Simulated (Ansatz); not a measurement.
# HfSiSn in the AlB2 type: lattice stability ahead of a resistivity run, part 3 of 3

Question: is the lattice of HfSiSn in the AlB2 type stable, and if so, what are its coupling constant and resistivity?

Ansatz 0.2.0; DFT PBE, scalar-relativistic, plane waves, PAW; PAW set soft_1.

So far, lowest on path (cm⁻¹): step 5 (lattice stability: q 2×2×2, k 4×4×6) -190; step 6 (k-mesh 6×6×8, q mesh 3×3×2) -149. The relaxed cell has a = 4.894, c = 2.907 Å (conventional setting).

The structure was built from a prototype and need not be the compound's stable phase.

## 7. Lattice stability: Fermi–Dirac smearing of 0.3 eV

The phonons are repeated on the same meshes with a wide Fermi–Dirac smearing, to see whether the soft mode comes from sharp features of the Fermi surface.

input.yaml

```yaml
crystal:
  lattice:
    - [4.8944771814, 0.0, 0.0]
    - [-2.4472385907, 4.2387415773, 0.0]
    - [0.0, 0.0, 2.9072296611]
  atoms:
    - { symbol: Hf, position: [0.0, 0.0, 0.0] }
    - { symbol: Si, position: [0.3333333333, 0.6666666667, 0.5] }
    - { symbol: Sn, position: [0.6666666667, 0.3333333333, 0.5] }
kpoints:
  mp_grid: { grid: [6, 6, 8] }
hamiltonian:
  xc: pbe
  pseudopotentials: { kind: paw, azcp: { folder: soft_1 } }
scf:
  occupations: { method: fermi_dirac, width: 0.3 }
output:
  eigenvalues: true
phonons:
  method: dfpt
  qmesh: [3, 3, 2]
  temperatures: { t_max: 1000, t_step: 50 }
  qpath:
    path:
      - [[0.0, 0.0, 0.0], [0.5, 0.0, 0.0], [0.33333333, 0.33333333, 0.0], [0.0, 0.0, 0.0], [0.0, 0.0, 0.5], [0.5, 0.0, 0.5], [0.33333333, 0.33333333, 0.5], [0.0, 0.0, 0.5]]
      - [[0.5, 0.0, 0.5], [0.5, 0.0, 0.0]]
      - [[0.33333333, 0.33333333, 0.5], [0.33333333, 0.33333333, 0.0]]
    npoints: 10
```

The run is started by

```bash
$ ansatz run input.yaml --threads 4 --pin off --max-ram 12288MiB --backend cpu --events-out ev --progress --plain --runs-dir out
```

Numbers of over 12 decimals in the logs are rounded to 6 here.

What it wrote:

```text
[...]
band count auto-derived: 29 (N_el = 44.0; filled up to band 22; 27 by the electrons, moments and atoms)
[...]
Crystal: 3 atoms, lattice volume = 60.315 Å³
Basis set: ecut = 420 eV, 1191 PW (Γ), exchange–correlation on 72×72×40 points (8 copies of the dense FFT grid, shifted against one another)
Bands: 29, of which v1, the nominal top of the filled ones, is band 22 counted from 1 (21 counted from 0)
Symmetry: 12 space group operations
k-points: 35 of 288 (time reversal used)
[...]
SCF iter   1: F=—  HF=-22383.901317 eV  |F-HF|=—  |Δ(HF+E_count)|=         —  Δρ=5.99e-2  dr2=6.68e0  ethr=3.10e-3  ⟨swp⟩=5.5  Hψ=4000  notcnv=0
[...]
SCF iter  12: F=-22382.295219 eV  HF=-22382.295219 eV  |F-HF|=1.46e-11  |Δ(HF+E_count)|=    0.00e0  Δρ=1.18e-7  dr2=7.52e-12  ethr=1.00e-12  ⟨swp⟩=6.2  Hψ=5008  notcnv=0
SCF 1 converged in 12 iterations: F = -22382.295219 eV  dr2 = 7.52e-12
[...]
SCF iter   4: F=-22382.295219 eV  HF=-22382.295219 eV  |F-HF|=0.00e0  |Δ(HF+E_count)|=    0.00e0  Δρ=6.54e-8  dr2=2.22e-12  ethr=1.00e-12  ⟨swp⟩=3.0  Hψ=2213  notcnv=0
SCF 2 converged in 4 iterations: F = -22382.295219 eV  dr2 = 2.22e-12
[...]
SCF converged after 12 iterations
Free energy (F): -22382.295219 eV
[...]
Internal energy: -22381.745904 eV  (E = F + TS)
E sigma→0 (E₀):  -22382.020561 eV
Entropy (-TS):   -0.549316 eV (-183.105 meV/atom)
Fermi energy:    14.529568 eV
[...]
--- Band table (eV; the first three rows and the last of 35) ---
  k-point 0: bands = [... 18 lower, 10.0579, 10.0579, 12.3146, 13.9823, 13.9823, 18.5476, 18.5756, 18.5756, ... 3 higher]
  k-point 1: bands = [... 18 lower, 10.3363, 10.3363, 12.9287, 13.7890, 13.7890, 16.6709, 18.5018, 18.5018, ... 3 higher]
  k-point 2: bands = [... 18 lower, 11.1497, 11.1497, 12.7468, 13.2518, 13.2518, 15.7576, 17.9738, 17.9738, ... 3 higher]
  k-point 34: bands = [... 18 lower, 10.4294, 10.7321, 11.7620, 14.0043, 14.7860, 15.1432, 16.7838, 16.8650, ... 3 higher]
[...]
ASR residual: 2.497e-3 → 0.000e0 eV/Å²; symmetrization residual: 2.326e-6 eV/Å²
  ASR residual per site (eV/Å²): 2.50e-3 9.84e-5 9.12e-5
  Γ frequencies (cm⁻¹): -13.16 0.00 0.00 0.00 68.12 91.84 91.84 207.58 207.58
--- Phonons (arbitrary-q DFPT): 6 irreducible q on the 3×3×2 mesh ---
[...]
interpolated dispersion: 93 rows × 9 modes
[...]
```

Run time: 2.9 min. Hardware: 4 threads of Arm Neoverse V1, shared host; peak memory 0.77 GiB; 11 min of CPU time.

This step gave:

```yaml
share_of_imaginary_modes_in_the_plain_interpolation_between_solved_wavevectors: 0.1167
highest_frequency_solved_or_plainly_interpolated: 230.1 cm⁻¹
```

Solved on the 3×3×2 mesh alone; all other wavevectors are interpolated. Phonon branches along the path, in cm⁻¹:

| point | branch 1 | branch 2 | branch 3 | branch 4 | branch 5 | branch 6 | branch 7 | branch 8 | branch 9 |
| --- | --- | --- | --- | --- | --- | --- | --- | --- | --- |
| Γ | -13 | 0 | 0 | 0 | 68 | 92 | 92 | 208 | 208 |
| M | -32 | 11 | 53 | 65 | 68 | 96 | 107 | 195 | 208 |
| K | -39 | 32 | 39 | 48 | 56 | 64 | 138 | 195 | 211 |
| Γ | -13 | 0 | 0 | 0 | 68 | 92 | 92 | 208 | 208 |
| A | -114 | 80 | 80 | 92 | 92 | 165 | 190 | 229 | 229 |
| L | -131 | 67 | 73 | 83 | 98 | 176 | 190 | 214 | 230 |
| H | -133 | 44 | 70 | 96 | 112 | 177 | 190 | 214 | 226 |
| A | -114 | 80 | 80 | 92 | 92 | 165 | 190 | 229 | 229 |
| jump to L | -131 | 67 | 73 | 83 | 98 | 176 | 190 | 214 | 230 |
| M | -32 | 11 | 53 | 65 | 68 | 96 | 107 | 195 | 208 |
| jump to H | -133 | 44 | 70 | 96 | 112 | 177 | 190 | 214 | 226 |
| K | -39 | 32 | 39 | 48 | 56 | 64 | 138 | 195 | 211 |

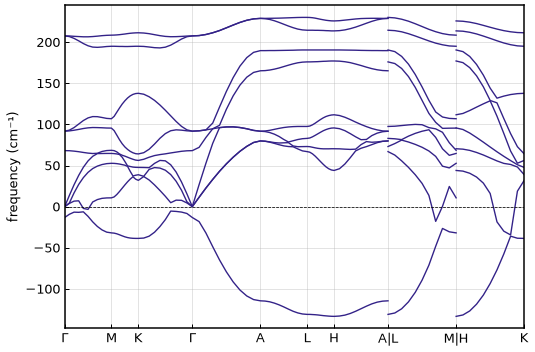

Phonon branches along the path.

Lowest modes at the softest wavevector of the mesh. The modes at q = (0.333, 0.333, 0.500) (shares of kinetic energy by element, %) (negative means imaginary):

| mode | frequency (cm⁻¹) | Hf % | Si % | Sn % |
| --- | --- | --- | --- | --- |
| 1 | -133.4 | 9 | 91 | 0 |
| 2 | 44.0 | 2 | 19 | 79 |
| 3 | 70.4 | 93 | 0 | 7 |
| 4 | 95.7 | 91 | 9 | 0 |
| 5 | 111.7 | 0 | 0 | 100 |
| 6 | 177.1 | 98 | 0 | 2 |

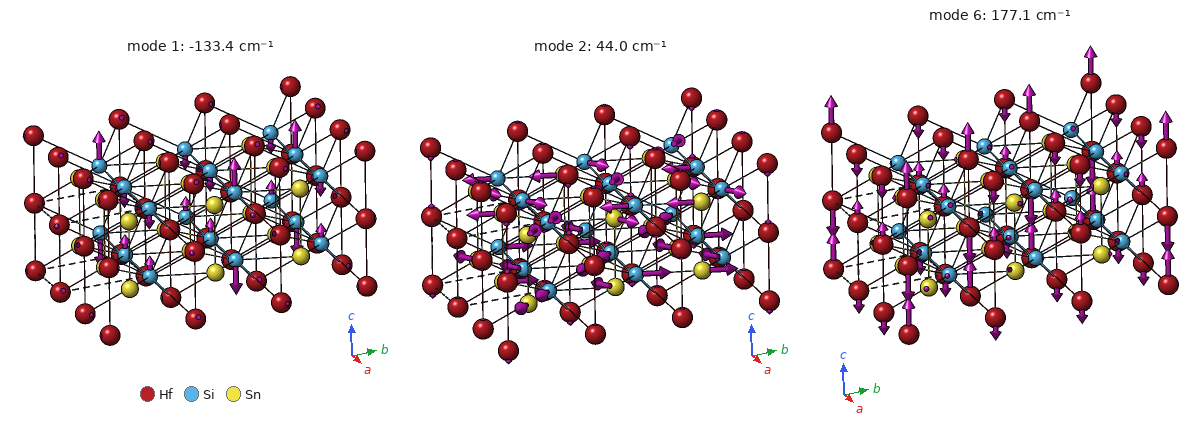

Displacement patterns of modes 1, 2 and 6 at q = (0.333, 0.333, 0.500); arrows are exaggerated. 3×3×2 cells are drawn. Some periodic images of atoms are drawn too.

Among the solved wavevectors the lowest mode, translations apart, is -133 cm⁻¹, imaginary.

For the lowest on path, step 6 gave -149 cm⁻¹; this run, with occupations Fermi-Dirac and smearing width 0.3 eV, gives -133 cm⁻¹.

## 8. Outcome

```yaml
phonon_run_of_the_rows_without_a_label_of_their_own: PBE, q 3×3×2, k 6×6×8
softest_mode_on_the_q_mesh: -148 cm⁻¹ at q = (-0.333, -0.333, 0.5)
highest_frequency_solved_or_plainly_interpolated: 235 cm⁻¹
```

In words: The lattice is dynamically unstable at this level: a mode at q = (-0.333, -0.333, 0.5) is imaginary, 148i cm⁻¹, so no harmonic coupling constant or resistivity is defined for this structure. These meshes are coarse, and single modes of a metal can move by tens of cm⁻¹ with the k mesh. The coarser mesh found an imaginary mode at another wavevector, which this mesh lacks. Spin–orbit coupling, left out here, matters for Hf. The phonon runs are not spin-polarised. The structure was built by hand as an ordered model, and its stability against other phases was not tested.

[Logs are printed without paths, hosts, clocks, repeated set-up lines and the standing remarks that a program may print on its own settings, such as how far it seeks lower states.]

[Hosts, paths, dates, database ids (printed as entryN), source tags and the programs' standing remarks are cut or masked in the printed files.]
